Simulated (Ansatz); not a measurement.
# KZnIF2 (built on the sites of a database entry of KZnF3): relaxing the cell for a phonon run

Wanted: the relaxed cell of KZnIF2 (built on the sites of a database entry of KZnF3).

Main program and level: Ansatz 0.2.0; DFT PBEsol, scalar-relativistic, plane waves, PAW.

The structure was built from a prototype and need not be the compound's stable phase.

**1. Starting point**

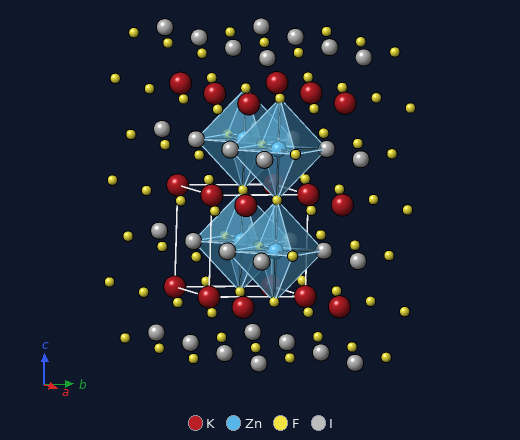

Start, viewed slightly off an axis; potassium red, zinc blue, fluorine yellow, iodine light grey. 2×1×2 cells are drawn. Some periodic images of atoms are drawn too.

**2. Probe on a coarse mesh**

First a cheap look: the gap decides the mesh and the occupations, the pressure tells how far the cell has to move.

Input file input.yaml:

```yaml
crystal:
  lattice:
    - [4.28253, 0.0, 0.0]
    - [0.0, 4.28253, 0.0]
    - [0.0, 0.0, 4.28253]
  atoms:
    - { symbol: K, position: [0.0, 0.0, 0.0] }
    - { symbol: Zn, position: [0.5, 0.5, 0.5] }
    - { symbol: F, position: [0.5, 0.5, 0.0] }
    - { symbol: F, position: [0.0, 0.5, 0.5] }
    - { symbol: I, position: [0.5, 0.0, 0.5] }
kpoints:
  mp_grid: { grid: [4, 4, 4] }
hamiltonian:
  xc: pbesol
scf:
  occupations: { method: gaussian, width: 0.1 }
output:
  forces: true
  stress: true
  eigenvalues: true
```

On the command line:

```
ansatz run input.yaml --threads 8 --pin off --max-ram 14336MiB --backend cpu --events-out ev --progress --plain --runs-dir out
```

Numbers of over 12 decimals in the logs are rounded to 6 here.

Output:

```text
Engine: ansatz 0.2.0, aarch64-unknown-linux-gnu
Pseudopotentials: kind: paw
Pseudopotential: K, paw, valence charge 9, recommended cutoff 420 eV (normal), K.paw.azcp
Pseudopotential: Zn, paw, valence charge 12, recommended cutoff 420 eV (normal), Zn.paw.azcp
Pseudopotential: F, paw, valence charge 7, recommended cutoff 420 eV (normal), F.paw.azcp
[...]
k-point 0: bands = [... 22 lower, 5.6206, 6.7266, 7.5490, 7.5490, 10.7381, 12.8793, 14.0603, 15.0911, ... 1 higher]
  k-point 1: bands = [... 22 lower, 5.5846, 6.4808, 6.5684, 7.2819, 11.5924, 13.9670, 15.1286, 16.2391, ... 1 higher]
  k-point 2: bands = [... 22 lower, 5.5499, 5.7651, 6.2078, 7.0584, 12.7767, 15.3396, 15.8280, 16.8228, ... 1 higher]
  k-point 17: bands = [... 22 lower, 6.3469, 7.8582, 7.8582, 8.4802, 12.8459, 12.8459, 15.0745, 16.5931, ... 1 higher]
[key lines of the parts left out:]
SCF converged after 8 iterations
Free energy (F): -13830.366734 eV
Fermi energy:    9.609142 eV
P = ⅓ Tr σ = 29.7107 GPa (297.107 kbar)
```

Elapsed: 0.63 s, on 8 threads of Arm Neoverse V2, shared host; peak memory 0.46 GiB; 3.2 s of CPU time.

A gap read on the k-mesh alone can miss the band edges.

This step gave:

| Quantity | Value |
| --- | --- |
| pressure | 29.71 GPa |
| gap on the k-mesh | 2.258 eV |
| volume per atom | 15.71 Å³ |
| direct gap on mesh | 3.189 eV |

The coarse mesh shows a gap of 2.26 eV and a pressure of 29.7 GPa.

**3. Coarse relaxation**

A rough relaxation comes first, because large forces or stress need no tight tolerances yet.

input.yaml: that of step 2 with these lines changed.

```diff
@@ -12,3 +12,3 @@
 kpoints:
-  mp_grid: { grid: [4, 4, 4] }
+  mp_grid: { grid: [6, 6, 6] }
 hamiltonian:
@@ -21 +21,6 @@
   eigenvalues: true
+relax:
+  adjacent_minimum: "off"
+  f_tol: 0.05
+  max_steps: 80
+  cell: { stress_tol: 0.5 }
```

Output:

```text
[...]
Crystal: 5 atoms, lattice volume = 78.542 Å³
Basis set: ecut = 420 eV, 1551 PW (Γ), exchange–correlation on 60×60×60 points (8 copies of the dense FFT grid, shifted against one another)
Bands: 32, of which v1, the nominal top of the filled ones, is band 26 counted from 1 (25 counted from 0)
Symmetry: 16 space group operations
[...]
k-points: 40 of 216
[...]
F+E_penalty+E_count = -13833.03301402 eV   max|allowed force component| = 3.865e-30 eV/Å   (the final SCF, on the basis selected at the relaxed cell)
  cell:  # Å, volume = 101.9095 Å³
    - [4.387171, 0.0, 0]
    - [0.0, 5.294749, 0.0]
    - [0, 0.0, 4.387171]
  atoms:
    - { symbol: K, position: [0, 0.0, 0] }
    - { symbol: Zn, position: [0.5, 0.5, 0.5] }
    - { symbol: F, position: [0.5, 0.5, 0] }
    - { symbol: F, position: [0, 0.5, 0.5] }
    - { symbol: I, position: [0.5, 0.0, 0.5] }
[key lines of the parts left out:]
SCF converged after 7 iterations
Free energy (F): -13833.033014 eV
Fermi energy:    5.149121 eV
P = ⅓ Tr σ = 0.1093 GPa (1.093 kbar)
```

Elapsed: 11 s, on 8 threads; peak memory 0.59 GiB; 75 s of CPU time.

The steps of the relaxation:

```tsv
step	energy less that of the first step (eV)	largest force component (eV/Å)	pressure (GPa)	volume (Å³)
1	0.0000	0.0000	29.69	78.54
2	-1.2733	0.0000	17.15	84.25
3	-1.9835	0.0000	8.12	90.16
4	-2.2784	0.0000	1.62	95.64
5	-2.3099	0.0000	-0.19	97.14
6	-2.3151	0.0000	0.23	96.42
7	-2.3157	0.0000	-0.02	96.56
8*	-2.5660	0.0000	3.12	96.56
9	-2.6331	0.0000	1.22	99.58
10	-2.6469	0.0000	0.18	101.55
11	-2.6466	0.0000	0.01	101.91
12*	-2.6648	0.0000	0.11	101.91
```

Relaxation steps marked * repeat the geometry before them on a plane-wave basis chosen anew for their cell, so energy and pressure can jump there.

Forces are held to the 16 operations that the run works with; a distortion that breaks them can't arise in this run.

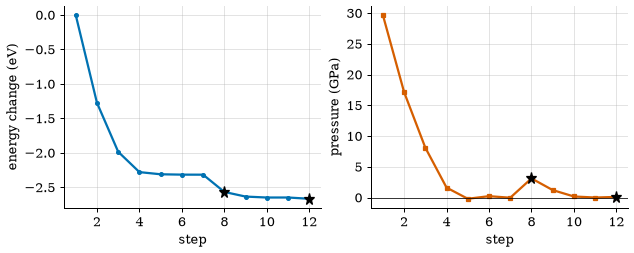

Energy and pressure along the relaxation. Stars mark steps on a basis chosen anew.

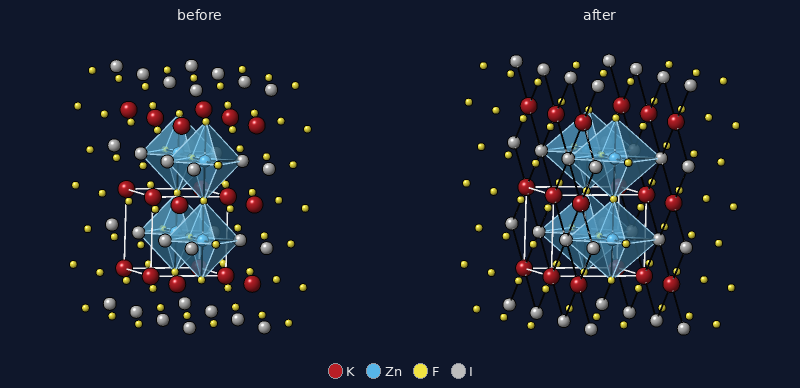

Before and after, at one scale. Bonds to atoms that aren't drawn are left out.

```tsv
cell as run	before	after	change
a (Å)	4.283	4.387	+2.4 %
b (Å)	4.283	5.295	+23.6 %
c (Å)	4.283	4.387	+2.4 %
volume (Å³/atom)	15.71	20.38	+29.8 %
```

Final coordinates:

```xyz
5
Lattice="4.3872 0.0000 0.0000 0.0000 5.2947 0.0000 0.0000 0.0000 4.3872" Properties=species:S:1:pos:R:3 pbc="T T T"
K     0.0000    0.0000    0.0000
Zn    2.1936    2.6474    2.1936
F     2.1936    2.6474    0.0000
F     0.0000    2.6474    2.1936
I     2.1936    0.0000    2.1936
```

This step gave:

```
pressure           : 0.1093 GPa
gap on the k-mesh  : 1.671 eV
volume per atom    : 20.38 Å³
direct gap on mesh : 1.864 eV
```

In this step the volume went from 15.71 to 20.38 Å³/atom.

**4. Bringing the structure to rest**

The cell and atoms are relaxed, since residual forces and stress would shift the frequencies.

Input file input.yaml:

```yaml
crystal:
  lattice:
    - [4.3871712592, 0.0, 0.0]
    - [0.0, 5.2947489548, 0.0]
    - [0.0, 0.0, 4.3871712592]
  atoms:
    - { symbol: K, position: [0.0, 0.0, 0.0] }
    - { symbol: Zn, position: [0.5, 0.5, 0.5] }
    - { symbol: F, position: [0.5, 0.5, 0.0] }
    - { symbol: F, position: [0.0, 0.5, 0.5] }
    - { symbol: I, position: [0.5, 0.0, 0.5] }
kpoints:
  mp_grid: { grid: [6, 4, 6] }
hamiltonian:
  xc: pbesol
scf:
  occupations: { method: gaussian, width: 0.02 }
output:
  forces: true
  stress: true
  eigenvalues: true
relax:
  adjacent_minimum: "off"
  f_tol: 0.005
  max_steps: 80
  cell: { stress_tol: 0.05 }
```

Output:

```text
[...]
Crystal: 5 atoms, lattice volume = 101.909 Å³
Basis set: ecut = 420 eV, 2033 PW (Γ), exchange–correlation on 60×72×60 points (8 copies of the dense FFT grid, shifted against one another)
Bands: 32, of which v1, the nominal top of the filled ones, is band 26 counted from 1 (25 counted from 0)
Symmetry: 16 space group operations
[...]
k-points: 30 of 144
[...]
SCF iter   1: F=—  HF=-13833.050436 eV  |F-HF|=—  |Δ(HF+E_count)|=         —  Δρ=9.75e-3  dr2=6.31e-2  ethr=1.77e-3  ⟨swp⟩=8.1  Hψ=4968  notcnv=0
[...]
SCF iter   8: F=-13833.032875 eV  HF=-13833.032875 eV  |F-HF|=5.45e-9  |Δ(HF+E_count)|=   6.85e-9  Δρ=3.96e-6  dr2=1.33e-8  ethr=1.92e-10  ⟨swp⟩=10.2  Hψ=4631  notcnv=0
SCF 1 converged in 8 iterations: F = -13833.032875 eV  dr2 = 1.33e-8
[...]
relax step   1: F+E_penalty+E_count = -13833.03287543 eV  Δ(F+E_penalty+E_count) = +0.000e0 eV  max|allowed force component| = 2.516e-29 eV/Å  Δτ_max = 0.0000 Å  P = +0.108 GPa  Ω = 101.909 Å³  (8 SCF iters, dr2 threshold 1.00e-7 eV, accepted)
Crystal: 5 atoms, lattice volume = 102.236 Å³
Basis set: ecut = 420 eV, 2049 PW (Γ), exchange–correlation on 60×72×60 points (8 copies of the dense FFT grid, shifted against one another)
[...]
SCF iter   4: F=-13833.032845 eV  HF=-13833.032845 eV  |F-HF|=1.83e-7  |Δ(HF+E_count)|=   1.59e-6  Δρ=2.45e-5  dr2=3.63e-7  ethr=8.08e-10  ⟨swp⟩=4.9  Hψ=4706  notcnv=0
SCF 2 converged in 4 iterations: F = -13833.032845 eV  dr2 = 3.63e-7
relax step   2: F+E_penalty+E_count = -13833.03284466 eV  Δ(F+E_penalty+E_count) = +3.077e-5 eV  max|allowed force component| = 1.893e-29 eV/Å  Δτ_max = 0.0000 Å  P = -0.041 GPa  Ω = 102.236 Å³  energy of the carried Pulay correction = -6.255e-4 eV  (4 SCF iters, dr2 threshold 4.20e-7 eV, accepted)
Crystal: 5 atoms, lattice volume = 102.191 Å³
[...]
SCF iter   6: F=-13833.033004 eV  HF=-13833.033004 eV  |F-HF|=5.46e-9  |Δ(HF+E_count)|=   3.10e-8  Δρ=2.24e-6  dr2=5.55e-9  ethr=4.66e-11  ⟨swp⟩=4.2  Hψ=4526  notcnv=0
SCF 3 converged in 6 iterations: F = -13833.033004 eV  dr2 = 5.55e-9
relax step   3: F+E_penalty+E_count = -13833.03300422 eV  Δ(F+E_penalty+E_count) = -1.596e-4 eV  max|allowed force component| = 2.229e-29 eV/Å  Δτ_max = 0.0000 Å  P = -0.009 GPa  Ω = 102.191 Å³  energy of the carried Pulay correction = -5.585e-4 eV  (6 SCF iters, dr2 threshold 2.42e-8 eV, accepted)
[...]
SCF iter   6: F=-13833.033580 eV  HF=-13833.033580 eV  |F-HF|=6.37e-11  |Δ(HF+E_count)|=  7.46e-11  Δρ=1.76e-7  dr2=2.17e-11  ethr=1.00e-12  ⟨swp⟩=4.8  Hψ=3094  notcnv=0
SCF 4 converged in 6 iterations: F = -13833.033580 eV  dr2 = 2.17e-11
relax step   4: F+E_penalty+E_count = -13833.03358021 eV  Δ(F+E_penalty+E_count) = -5.760e-4 eV  max|allowed force component| = 1.089e-29 eV/Å  Δτ_max = 0.0000 Å  P = +0.001 GPa  Ω = 102.191 Å³  stress off target by 2.79e-2 GPa  SCF on the basis re-selected at this cell (its energy is not comparable with the rows above)  (6 SCF iters)
[...]
SCF converged after 6 iterations
Free energy (F): -13833.033580 eV
[...]
Internal energy: -13833.033580 eV  (E = F + TS)
E sigma→0 (E₀):  -13833.033580 eV
Fermi energy:    5.107251 eV
[...]
--- Stress (GPa, compression-positive) ---
       -0.012153      -0.000000       0.000000
       -0.000000       0.027922      -0.000000
        0.000000      -0.000000      -0.012153
  P = ⅓ Tr σ = 0.0012 GPa (0.012 kbar)
--- Band table (eV; the first three rows and the last of 30) ---
  k-point 0: bands = [... 22 lower, 2.8584, 3.6518, 4.0976, 4.0976, 5.9453, 9.4574, 10.3213, 12.0539, ... 2 higher]
  k-point 1: bands = [... 22 lower, 2.8465, 3.5746, 3.6038, 3.9672, 6.4207, 9.9465, 10.9713, 12.5176, ... 2 higher]
  k-point 2: bands = [... 22 lower, 2.8210, 2.9312, 3.4150, 3.7287, 7.4304, 10.9689, 11.8622, 12.6504, ... 2 higher]
  k-point 29: bands = [... 22 lower, 3.3262, 3.8760, 3.8760, 4.2692, 9.7499, 9.7499, 11.0690, 11.4361, ... 2 higher]
--- Relaxed structure (3 steps of the walk, 3 accepted, 1 SCFs on fresh bases) ---
[...]
cell:  # Å, volume = 102.1913 Å³
    - [4.382304, 0, 0]
    - [0, 5.321193, 5.709272828438542e-19]
    - [0, 4.730641221648475e-19, 4.382304]
  atoms:
    - { symbol: K, position: [0, 0, 0] }
    - { symbol: Zn, position: [0.5, 0.500000, 0.5] }
    - { symbol: F, position: [0.5, 0.500000, 0.0] }
    - { symbol: F, position: [0, 0.500000, 0.5] }
    - { symbol: I, position: [0.5, 0.0, 0.5] }
```

Elapsed: 3.4 s, on 8 threads; peak memory 0.56 GiB.

The steps of the relaxation:

```tsv
step	energy less that of the first step (eV)	largest force component (eV/Å)	pressure (GPa)	volume (Å³)
1	0.0000	0.0000	0.11	101.91
2	0.0000	0.0000	-0.04	102.24
3	-0.0001	0.0000	-0.01	102.19
4*	-0.0007	0.0000	0.00	102.19
```

Relaxation steps marked * repeat the geometry before them on a plane-wave basis chosen anew for their cell, so energy and pressure can jump there.

The run keeps the 16 symmetry operations that it works with, so distortions that break them were not tested.

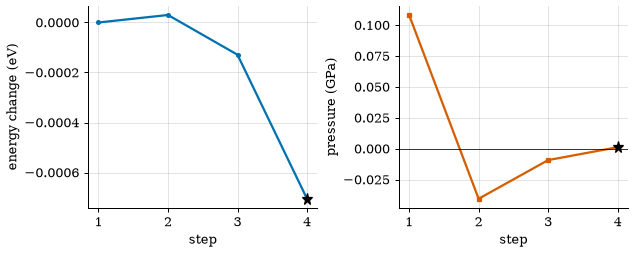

Energy and pressure along the relaxation. Stars mark steps on a basis chosen anew.

```tsv
cell as run	before	after	change
a (Å)	4.387	4.382	-0.1 %
b (Å)	5.295	5.321	+0.5 %
c (Å)	4.387	4.382	-0.1 %
volume (Å³/atom)	20.38	20.44	+0.3 %
```

The relaxed structure:

```cif
data_structure
_symmetry_space_group_name_H-M 'P 1'
_symmetry_Int_Tables_number 1
_cell_length_a 4.3823
_cell_length_b 5.3212
_cell_length_c 4.3823
_cell_angle_alpha 90.000
_cell_angle_beta 90.000
_cell_angle_gamma 90.000
_cell_volume 102.19
loop_
_atom_site_label
_atom_site_type_symbol
_atom_site_fract_x
_atom_site_fract_y
_atom_site_fract_z
_atom_site_occupancy
K1 K 0.00000 0.00000 0.00000 1
Zn2 Zn 0.50000 0.50000 0.50000 1
F3 F 0.50000 0.50000 0.00000 1
F4 F 0.00000 0.50000 0.50000 1
I5 I 0.50000 0.00000 0.50000 1
```

This step gave:

```
pressure           : 0.001205 GPa
gap on the k-mesh  : 1.676 eV
volume per atom    : 20.44 Å³
direct gap on mesh : 1.848 eV
```

In this step the volume went from 20.38 to 20.44 Å³/atom.

**5. Tight relaxation**

Phonons need a cell at rest on their own settings, so the relaxation is repeated with tight tolerances on forces and stress, using the mesh and the filling of the phonon run that follows.

Input file input.yaml:

```yaml
crystal:
  lattice:
    - [4.3823041634, 0.0, 0.0]
    - [0.0, 5.3211927339, 0.0]
    - [0.0, 0.0, 4.3823041634]
  atoms:
    - { symbol: K, position: [0.0, 0.0, 0.0] }
    - { symbol: Zn, position: [0.5, 0.5, 0.5] }
    - { symbol: F, position: [0.5, 0.5, 0.0] }
    - { symbol: F, position: [0.0, 0.5, 0.5] }
    - { symbol: I, position: [0.5, 0.0, 0.5] }
kpoints:
  mp_grid: { grid: [6, 4, 6] }
hamiltonian:
  xc: pbesol
scf:
  occupations: { method: fixed }
output:
  forces: true
  stress: true
  eigenvalues: true
relax:
  adjacent_minimum: "off"
  f_tol: 0.001
  max_steps: 60
  cell: { stress_tol: 0.01 }
```

Output:

```text
[...]
Crystal: 5 atoms, lattice volume = 102.191 Å³
Basis set: ecut = 420 eV, 2033 PW (Γ), exchange–correlation on 60×72×60 points (8 copies of the dense FFT grid, shifted against one another)
Bands: 32, of which v1, the nominal top of the filled ones, is band 26 counted from 1 (25 counted from 0)
Symmetry: 16 space group operations
[...]
k-points: 30 of 144
[...]
--- Relaxed structure (2 steps of the walk, 2 accepted, 1 SCFs on fresh bases) ---
[...]
cell:  # Å, volume = 102.2050 Å³
    - [4.382029, 0.0, 0]
    - [0.0, 5.322575, 0.0]
    - [0, 0.0, 4.382029]
  atoms:
    - { symbol: K, position: [0, 0.0, 0] }
    - { symbol: Zn, position: [0.5, 0.5, 0.5] }
    - { symbol: F, position: [0.5, 0.5, 0] }
    - { symbol: F, position: [0, 0.5, 0.5] }
    - { symbol: I, position: [0.5, 0.0, 0.5] }
[key lines of the parts left out:]
SCF converged after 7 iterations
Free energy (F): -13833.033594 eV
Fermi energy:    4.266969 eV
P = ⅓ Tr σ = -0.0036 GPa (-0.036 kbar)
```

The job ended after 2.5 s (8 threads; peak memory 0.57 GiB).

Little changed from the start: no atom moved by 0.005 Å and no cell edge by 0.1 %.

Numbers from this step:

| Property | Result |
| --- | --- |
| pressure | -0.003638 GPa |
| gap on the k-mesh | 1.677 eV |
| direct gap on mesh | 1.847 eV |

The forces vanish by symmetry and the pressure is -0.004 GPa, within the tolerances set. The cell now holds 20.44 Å³/atom.

**6. What came out**

```
space group after relaxation (within 0.01 Å) : P4/mmm
lattice constant a                           : 4.382 Å
lattice constant b                           : 4.382 Å
lattice constant c                           : 5.323 Å
volume per atom                              : 20.4 Å³
gap on the k-mesh                            : 1.68 eV
```

In words: The forces vanish by symmetry and the pressure is -0.004 GPa, within the tolerances set. The cell now holds 20.44 Å³/atom. The relaxation keeps the symmetry of its start, so it says nothing on stability against lower symmetry. Spin-orbit coupling is left out, which can matter for the heavy elements here. The starting cell was built on a prototype and not taken from a measurement, so the phase need not exist.

[Logs are printed without paths, hosts, clocks, repeated set-up lines and the standing remarks that a program may print on its own settings, such as how far it seeks lower states.]

[Hosts, paths, dates, database ids (printed as entryN), source tags and the programs' standing remarks are cut or masked in the printed files.]
